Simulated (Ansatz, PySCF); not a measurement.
Stretching the Si1–F2 bond in FHOSi (SMILES O[Si]F) (multiplicity 1 held, fragments rigid). Energies count from the point at 1.628 Å.
Geometry at that point (charge 0, multiplicity 1):
```tsv
atom	x (Å)	y (Å)	z (Å)
Si	0.0094	0.0060	0.6102
F	-0.7351	1.0256	-0.4174
O	0.7308	-1.0461	-0.4256
H	0.6386	-0.9461	-1.3817
```

R- and RO- levels are restricted; in cc, def2 and unpolarised 6-31G sets they are followed outwards from rest. U- levels take the lowest unrestricted solution at each point, which mixes spins at long bonds. Left out are points that failed, MP2 points in a non-variational dive below the minimum, coupled-cluster points behind a sign of a changed root (a jump of the amplitudes, or a one-step jump against full CI or MRCI), small-basis points behind a change of solution, and semi-empirical points at long bonds. Levels need not reach the same state.

Cores are frozen in the correlated methods. Rows in 6-31G* carry no dispersion term and start afresh at each structure (6-31G* with six Cartesian d functions).

The values were computed with Ansatz (Gaussian orbitals); PySCF for 6-31G* rows. Values without a source in brackets are computed.

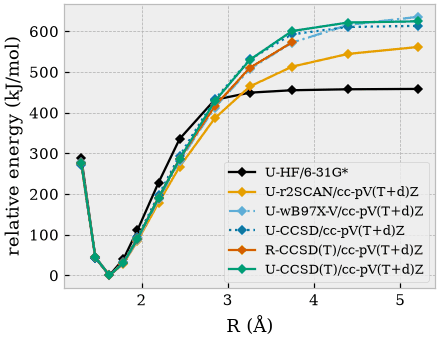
Relative energy along the coordinate

Task: Read off the U-HF/6-31G* curve at R = 2.442.

Result: about 340 kJ/mol

Doubts at one or more of the structures used: a spin-contaminated determinant (U-HF/6-31G*, U-r2SCAN/cc-pV(T+d)Z, U-wB97X-V/cc-pV(T+d)Z, U-CCSD/cc-pV(T+d)Z, U-CCSD(T)/cc-pV(T+d)Z); T1 above 0.05 (U-CCSD/cc-pV(T+d)Z, R-CCSD(T)/cc-pV(T+d)Z, U-CCSD(T)/cc-pV(T+d)Z); a restricted determinant that unrestricted orbitals would lower (R-CCSD(T)/cc-pV(T+d)Z).

Ansatz is a program for electronic structure.
